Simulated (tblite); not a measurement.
# Run report: CH7Ge2O, property calculation

System: CH7Ge2O, multiplicity 2, SMILES C[O][GeH2][GeH2].
Method: GFN1-xTB, U-SCC (tblite 0.8.0).

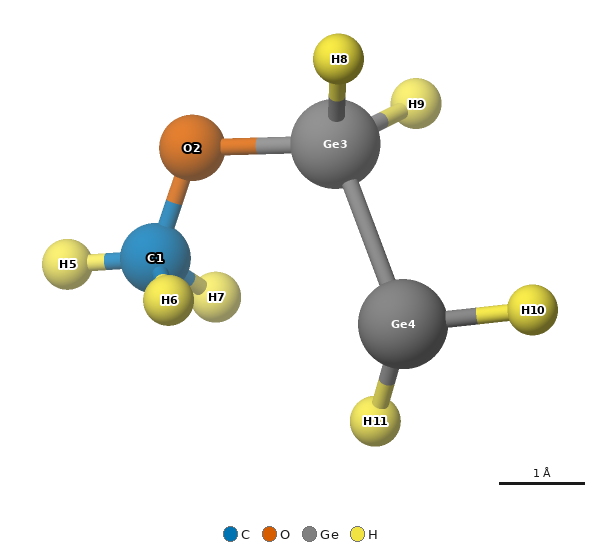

*The structure (ball-and-stick view, seen at a tilt; atoms are numbered from 1 in the order of the input). Sticks mark near contacts.*

Bond lengths as drawn: C–H 1.10 to 1.12 Å, C–O 1.38 Å, Ge–Ge 2.40 Å, Ge–H 1.55 to 1.56 Å and Ge–O 1.77 Å.

### Input file (run.py)
```python
# GFN1-xTB single point with population analysis
import json
import numpy as np
from tblite.interface import Calculator
from rdkit import Chem
from rdkit.Chem import AllChem

rdmol = Chem.AddHs(Chem.MolFromSmiles('C[O][GeH2][GeH2]'))
AllChem.EmbedMolecule(rdmol, randomSeed=2943)
symbols = [a.GetSymbol() for a in rdmol.GetAtoms()]
numbers = np.array([a.GetAtomicNum() for a in rdmol.GetAtoms()])
positions = rdmol.GetConformer().GetPositions() / 0.529177210903

xtb = Calculator("GFN1-xTB", numbers, positions, charge=0, uhf=1)
xtb.set("verbosity", 0)
xtb.set("max-iter", 500)
xtb.set("guess", 1)  # eeq
xtb.set("temperature", 1000 * 3.166811563e-6)  # kelvin to hartree
xtb.set("accuracy", 0.3)
xtb.add("spin-polarization", 1.0)
xtb.add("bond-orders")
xtb.add("molecular-multipoles")
sp = xtb.singlepoint()

thr = 0.1
print(f"total energy: {sp.get('energy') * 27.211386:.8f} eV")
eps = np.atleast_2d(sp.get("orbital-energies")) * 27.211386
occ = np.atleast_2d(sp.get("orbital-occupations"))
filled = occ.sum(axis=0) if eps.shape[0] == 1 else occ[0]
homo = np.nonzero(filled > 0.5)[0].max()
print(f"HOMO {eps[0, homo]:.4f} eV")
if homo + 1 < eps.shape[1]:
    print(f"LUMO {eps[0, homo + 1]:.4f} eV, gap {eps[0, homo + 1] - eps[0, homo]:.4f} eV")
mu = sp.get("dipole") * 2.541746
print(f"Dipole moment: {np.linalg.norm(mu):.4f} D, components " + " ".join(f"{c:.4f}" for c in mu))
q = sp.get("charges")
print("atom     charge    atomic energy/Eh")
for i, (s, e) in enumerate(zip(symbols, sp.get("energies"))):
    print(f"{s:<2}{i + 1:<3} {q[i]:9.4f} {e:14.6f}")
bo = sp.get("bond-orders")
bo = bo[..., 0] if bo.ndim == 3 else bo
print("Bond orders above {}:".format(thr))
for i in range(len(symbols)):
    for k in range(i):
        if bo[i, k] > thr:
            print(f"  {symbols[k]}{k + 1}-{symbols[i]}{i + 1}  {bo[i, k]:.3f}")
print("traceless quadrupole (xx xy yy xz yz zz, e bohr^2):", np.round(sp.get("quadrupole"), 4))
out = {k: np.asarray(sp.get(k)).tolist() for k in ("energy", "gradient", "charges", "dipole", "orbital-energies", "orbital-occupations", "bond-orders", "energies", "quadrupole")}
out.update(symbols=symbols, positions=(positions * 0.529177210903).tolist())
json.dump(out, open("results.json", "w"))
```

Machine: 1 thread of AMD EPYC (Zen 5), 192 GiB of memory available, shared host.

Run as:
```bash
python run.py
```

### Output
```
total energy: -377.50468263 eV
HOMO -10.3266 eV
LUMO -7.3170 eV, gap 3.0096 eV
Dipole moment: 1.4843 D, components 0.7470 -1.2817 -0.0490
atom     charge    atomic energy/Eh
C 1      0.1972      -2.145389
O 2     -0.4905      -4.733008
Ge3      0.3312      -1.751534
Ge4      0.0393      -1.724176
H 5      0.0279      -0.513462
H 6      0.0144      -0.512328
H 7      0.0131      -0.511056
H 8     -0.0302      -0.494099
H 9     -0.0248      -0.491363
H 10    -0.0426      -0.500013
H 11    -0.0350      -0.496613
Bond orders above 0.1:
  C1-Ge3  0.979
  C1-Ge4  0.960
  O2-H5  0.835
  O2-H8  0.283
traceless quadrupole (xx xy yy xz yz zz, e bohr^2): [-3.2814  6.1266  1.9142 -2.0378  0.1116  1.3672]
```

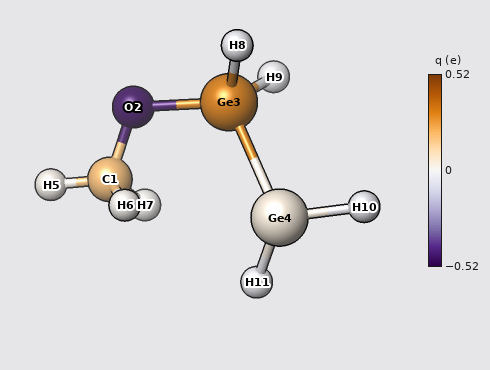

*Mulliken charges, as the colour of each atom (ball-and-stick view, seen at a tilt; atoms are numbered from 1 in the order of the input).*

By element: C +0.20, O −0.49, Ge +0.04 to +0.33 and H −0.04 to +0.03 e.

### Results in brief

| quantity | value |
| --- | --- |
| outcome | converged |
| total energy | −13.873041 hartree |
| basis functions | 40 |
| largest force | 1.540 eV/Å |
| dipole moment | 1.48 D |
| peak memory | 0.11 GiB |

### Remarks

Settings chosen away from the usual ones: accuracy; etemp; guess; max_iter; spinpol.
